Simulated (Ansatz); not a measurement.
The starting structures come from a database of crystals and need not be the phases stable at ambient conditions.

 Where the default PAW files enter, the runs use the earlier of Ansatz's two default sets.

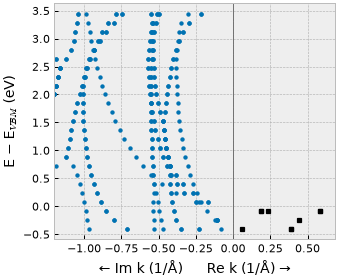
Complex bands at the centre of the two-dimensional zone; Ansatz (a first-principles code) with r2SCAN

No gap correction and no spin-orbit coupling; mid-gap values are interpolated between computed energies.

Task: This is Ba$_{2}$ZnWO$_{6}$ (Fm-3m, not sure to be the ambient phase, 10 atoms a cell, 14.1 Å³ an atom, -8 GPa at this level) along the normal of (111). Read off the slowest decay at the centre of the two-dimensional zone at 1.68 eV, the computed energy nearest the middle of the gap.

Result: κ ≈ 0.37 1/Å, a decay length 1/(2κ) of the density of 1.4 Å.
